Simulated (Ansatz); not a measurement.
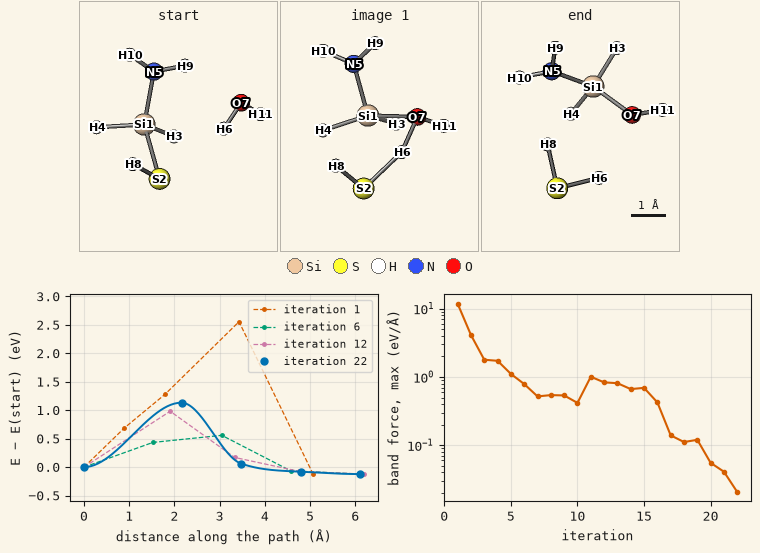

NEB run on SiNH$_{7}$SO. Images are numbered from 0 (start) to 4 (end). The plot follows the band through its iterations. The picture is a ball-and-stick view, seen at a tilt.

Level of theory: Ansatz 0.2.0, RKS r2SCAN-D4/def2-SVP. Run with 3 movable images; climbing image; force threshold 0.03 eV/Å; iteration limit 60; starting path through a guess of the saddle point.

### How did the profile develop, and is the result final?

The run is converged, with reservations. The band converged in 22 iterations. The largest component of the band force went from 12 to 0.021 eV/Å. The climbing image converged on the top of the path. Its curvatures weren't checked. So few images resolve the path coarsely. The first iteration put the highest image at 2.56 eV. Forward barrier 1.13 eV, backward barrier 1.25 eV, with image 1 at the top; the reaction energy is −0.12 eV.

Cost: 2.2 min on 2 threads of Intel(R) Xeon(R) Platinum 8488C (Sapphire Rapids), with other jobs on the host, peak memory 0.18 GiB.
